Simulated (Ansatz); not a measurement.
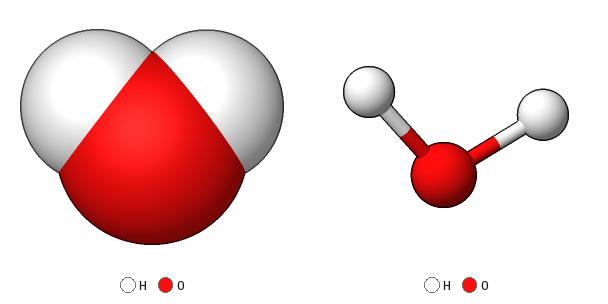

Two views of one molecule.

Describe the molecule.

Formula H₂O. The point group is C2v. Coordination: 1 O bent.

More results for the same structure follow; atom numbers are the same in all pictures, views and colours differ. Computed geometry: PBE0-D4/def2-TZVP optimisation.

### Electronic properties

Method: RKS PBE0-D4/def2-TZVPP (Ansatz 0.2.0).

What is the HOMO energy (Kohn–Sham orbital)?

Answer. −8.90 eV.

What is the HOMO–LUMO gap?

Answer. 9.75 eV.

### Charges

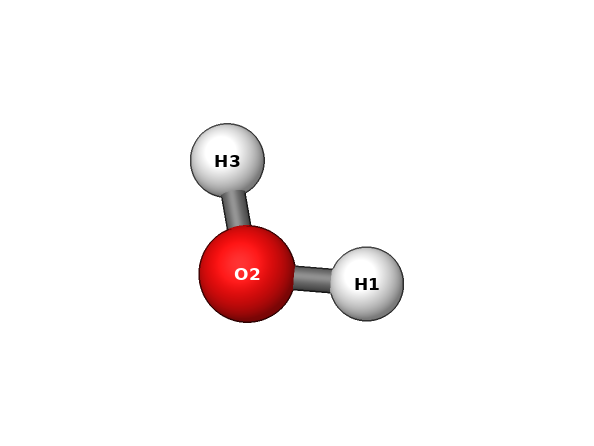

The questions are on Mulliken charges. Level of theory: RKS PBE0-D4/def2-TZVP (Ansatz 0.2.0).

List the Mulliken charges.

```
atom  value (e)
  H1       0.32
  O2      −0.65
  H3       0.32
```

### Dipole moment

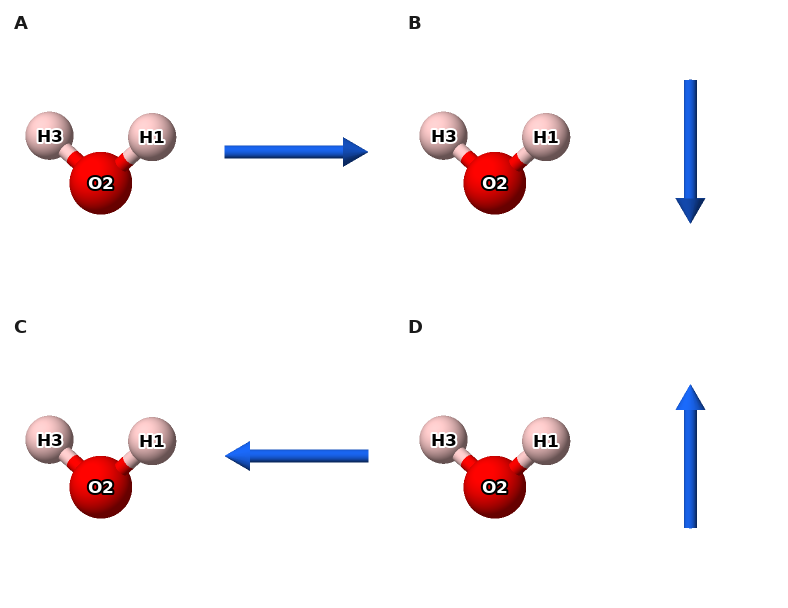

The same molecule four times, each with an arrow. Level of theory: RKS PBE0-D4/def2-TZVP (Ansatz 0.2.0).

Which arrow points along the dipole moment, from the negative to the positive end?

Answer. D. The dipole moment is 2.07 D; it points from the side of O2 to the side of H1, H3 (the outermost atoms at the two ends).

Mulliken values depend strongly on the basis set and can even reverse the polarity of a bond.
